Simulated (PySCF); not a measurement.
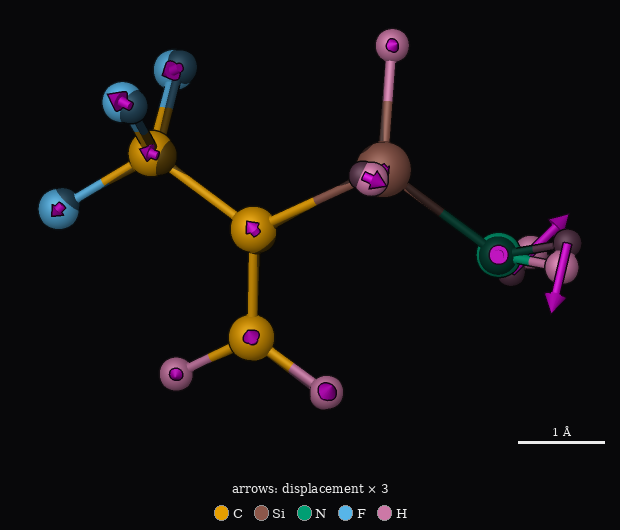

This is a relaxation of C3H6F3NSi. The starting structure is drawn faded, the final one solid; purple arrows show the displacements, 3 times their true length. The two geometries are superimposed by the best rigid fit.

The picture is a ball-and-stick view, seen at a tilt.

The start comes from GFN2-xTB. Its atoms were then displaced at random by about 0.01 Å.

Computed with PBE0-D3(BJ)/def2-SVP geometry optimisation, gas phase in PySCF. 

What did the optimiser do to the structure, and how much energy did it gain?

The largest move after the best rigid fit is that of an H atom, 0.33 Å. Largest moves by element: H 0.33 Å, F 0.12 Å, N 0.10 Å, C 0.08 Å, Si 0.05 Å. Among the contacts that change: C–H 1.045 → 1.094 Å, H–N 0.966 → 1.013 Å, H–Si 1.460 → 1.497 Å, N–Si 1.759 → 1.730 Å. Among the angles between lasting bonds that change: Si–C–C 112.9° → 118.8°, Si–N–H 115.1° → 120.3°, C–C–Si 126.0° → 120.9°. Groups turn about N–Si by about 20°. The energy falls by 5.37 kcal/mol in 9 geometry steps. The run took 2.6 min on 1 thread of Arm Neoverse N1, on a shared host.
